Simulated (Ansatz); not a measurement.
**HF/3-21G run of CH8OSi2 (SMILES C[SiH2][SiH2]O)**

What is the electronic atomisation energy of CH8OSi2 at HF/3-21G? 

The results are computed with Ansatz 0.2.0.

88 further runs of the same task are left out: 88 set aside as unsound or not needed. Runs told in other sessions of the task aren't counted.

### 1 The molecule

CH8OSi2 has 12 atoms, charge 0, and is taken as a singlet. SMILES: `C[SiH2][SiH2]O`. Geometry: relaxed at PBE0-D4/def2-TZVP. This is one conformer, not always the lowest.

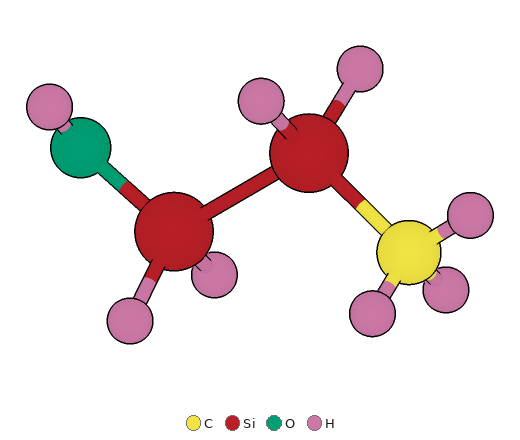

Viewed from a chosen angle; carbon yellow, silicon red, oxygen teal, hydrogen pink.

### 2 The energy at HF/3-21G

Contents of job.yaml:

```yaml
crystal:
  periodic: [false, false, false]
  atoms:
    - {symbol: C, position_ang: [-1.363900, 1.513800, -0.148900]}
    - {symbol: Si, position_ang: [-0.392800, 0.194400, 0.769900]}
    - {symbol: Si, position_ang: [0.929600, -1.075200, -0.697500]}
    - {symbol: O, position_ang: [1.869100, -2.191700, 0.084900]}
    - {symbol: H, position_ang: [-0.692800, 2.186400, -0.687200]}
    - {symbol: H, position_ang: [-1.958800, 2.110300, 0.546100]}
    - {symbol: H, position_ang: [-2.043300, 1.060200, -0.874000]}
    - {symbol: H, position_ang: [-1.318500, -0.701500, 1.520400]}
    - {symbol: H, position_ang: [0.506600, 0.832900, 1.777800]}
    - {symbol: H, position_ang: [1.768000, -0.141100, -1.510100]}
    - {symbol: H, position_ang: [0.088400, -1.859400, -1.638400]}
    - {symbol: H, position_ang: [2.426500, -1.874200, 0.796300]}
basis:
  gaussian: {orbitals: 3-21G.json}
magnetization: {spin_polarized: false}
hamiltonian: {xc: hf}
accuracy: high
output: {orbitals: {seedname: orbitals}}
```

The basis set 3-21G is read from a file made from the Basis Set Exchange's data (not shown).

Launch:

```sh
$ ansatz run job.yaml --threads 1 --pin off --max-ram 2610MiB --events-out events.jsonl --progress --plain --runs-dir runs
```

The program printed:

```text
Warning: RAYON_NUM_THREADS=1 ignored (pool sized by the plan → 1); use --threads N
Functional definition: HF
  name "HF"
  exchange = exact_x
  correlation = 0
1425 factors; integrals over basis functions are off by at most 1.7e-8 eV
mean field evaluation 1: about -18815.7503 eV, gradient 3.3e1 eV
mean field evaluation 2: about -18816.0843 eV, gradient 3.4e1 eV
mean field evaluation 4: about -18818.4468 eV, gradient 2.3e0 eV
mean field evaluation 8: about -18818.4727 eV, gradient 1.2e-1 eV
mean field evaluation 16: about -18818.4728 eV, gradient 3.4e-8 eV
mean field -18818.47279341 eV, -691.5661195388 hartree, gradient 3.4e-8 eV, S^2 0.000000; 0 other end points of the search recorded, 0 dependent functions left out
reference -18818.47279341 eV, -691.5661195388 hartree; 25, 25 occupied and 35, 35 virtual orbitals, 1425 factors
Total energy: -18818.47279341 eV, -691.5661195388 hartree
```

Wall time 0.68 s (1 thread of Intel Xeon 6975P-C (Granite Rapids), shared host); peak memory 0.15 GiB.

### 3 The C atom

Contents of job.yaml:

```yaml
crystal:
  periodic: [false, false, false]
  atoms:
    - symbol: C
      position_ang: [0.000000, 0.000000, 0.000000]
basis:
  gaussian:
    orbitals: 3-21G.json
accuracy: high
hamiltonian:
  xc: hf
magnetization:
  spin_polarized: true
  initial_magnetization: 2
```

The basis set 3-21G is read from a file made from the Basis Set Exchange's data (not shown).

Run the same way, it converges to -37.48107 Eh (log not shown).

### 4 The H atom

Contents of input.yaml:

```yaml
basis:
  gaussian: {orbitals: 3-21G.json}
crystal:
  periodic: [false, false, false]
  atoms:
    - symbol: H
      position_ang: [0.000000, 0.000000, 0.000000]
magnetization: {spin_polarized: true, initial_magnetization: 1}
hamiltonian: {xc: hf}
accuracy: high
```

The basis set 3-21G is read from a file made from the Basis Set Exchange's data (not shown).

Run the same way, it converges to -0.49620 Eh (log not shown).

### 5 The O atom, same level

Contents of in.yaml:

```yaml
crystal:
  periodic: [false, false, false]
  atoms:
    - {symbol: O, position_ang: [0.000000, 0.000000, 0.000000]}
basis:
  gaussian: {orbitals: 3-21G.json}
magnetization: {spin_polarized: true, initial_magnetization: 2}
hamiltonian: {xc: hf}
accuracy: high
```

The basis set 3-21G is read from a file made from the Basis Set Exchange's data (not shown).

Launch:

```sh
$ ansatz run in.yaml --threads 1 --pin off --max-ram 2610MiB --events-out events.jsonl --progress --plain --runs-dir runs
```

The program printed:

```text
Warning: RAYON_NUM_THREADS=1 ignored (pool sized by the plan → 1); use --threads N
[... 4 set-up lines as earlier in the session ...]
42 factors; integrals over basis functions are off by at most 2.9e-9 eV
mean field evaluation 1: about -2024.2447 eV, gradient 5.2e0 eV
mean field evaluation 2: about -2024.2456 eV, gradient 5.2e0 eV
mean field evaluation 4: about -2024.3533 eV, gradient 4.5e-1 eV
mean field evaluation 8: about -2024.3545 eV, gradient 8.4e-7 eV
mean field evaluation 16: about -2024.3543 eV, gradient 2.2e-1 eV
mean field -2024.35454065 eV, -74.3936572123 hartree, gradient 1.5e-8 eV, S^2 2.001100; 0 other end points of the search recorded, 0 dependent functions left out
reference -2024.35454065 eV, -74.3936572123 hartree; 5, 3 occupied and 4, 6 virtual orbitals, 42 factors
Total energy: -2024.35454065 eV, -74.3936572123 hartree
```

It took 0.04 s on 1 thread of Intel Xeon 6975P-C (Granite Rapids), shared host.

### 6 The Si atom

Contents of job.yaml:

```yaml
crystal:
  periodic: [false, false, false]
  atoms:
    - {symbol: Si, position_ang: [0.000000, 0.000000, 0.000000]}
basis:
  gaussian:
    orbitals: 3-21G.json
magnetization:
  spin_polarized: true
  initial_magnetization: 2
hamiltonian:
  xc: hf
accuracy: high
```

The basis set 3-21G is read from a file made from the Basis Set Exchange's data (not shown).

Launch:

```sh
$ ansatz run job.yaml --threads 1 --pin off --max-ram 2610MiB --events-out events.jsonl --progress --plain --runs-dir runs
```

The program printed:

```text
Warning: RAYON_NUM_THREADS=1 ignored (pool sized by the plan → 1); use --threads N
[... 4 set-up lines as earlier in the session ...]
78 factors; integrals over basis functions are off by at most 2.9e-9 eV
mean field evaluation 1: about -7818.9387 eV, gradient 2.7e0 eV
mean field evaluation 2: about -7818.9448 eV, gradient 2.7e0 eV
mean field evaluation 4: about -7819.0416 eV, gradient 1.1e-1 eV
mean field evaluation 8: about -7819.0403 eV, gradient 3.5e-8 eV
mean field evaluation 16: about -7819.0456 eV, gradient 1.7e-3 eV
mean field evaluation 32: about -7819.0403 eV, gradient 8.0e-3 eV
mean field -7819.04028989 eV, -287.3444307175 hartree, gradient 4.7e-8 eV, S^2 2.000009; 1 other end points of the search recorded, 0 dependent functions left out
reference -7819.04028989 eV, -287.3444307175 hartree; 8, 6 occupied and 5, 7 virtual orbitals, 78 factors
Total energy: -7819.04028989 eV, -287.3444307175 hartree
```

Run time: 0.04 s. Hardware: 1 thread of Intel Xeon 6975P-C (Granite Rapids), shared host.

### 7 Outcome

Level: HF/3-21G.

| quantity | value |
| --- | --- |
| molecule: total energy | -691.56612 Eh |
| molecule: HOMO energy | -10.30 eV |
| molecule: LUMO energy | 3.27 eV |
| molecule: HOMO–LUMO gap | 13.58 eV |
| C atom: total energy | -37.48107 Eh |
| C atom: ⟨S²⟩ | 2.001 |
| H atom: total energy | -0.49620 Eh |
| H atom: ⟨S²⟩ | 0.750 |
| O atom: total energy | -74.39366 Eh |
| O atom: ⟨S²⟩ | 2.001 |
| Si atom: total energy | -287.34443 Eh |
| Si atom: ⟨S²⟩ | 2.000 |
| electronic atomisation energy | 28.108 eV |

In words: Taking the molecule apart into free atoms costs 28.11 eV (648 kcal/mol), before zero-point energy and without spin-orbit coupling. Hartree–Fock lacks the correlation of the bonding pairs, which as a rule makes this value much too low; in minimal bases other errors can mask that. The basis has no polarisation functions, which makes bonds too weak.
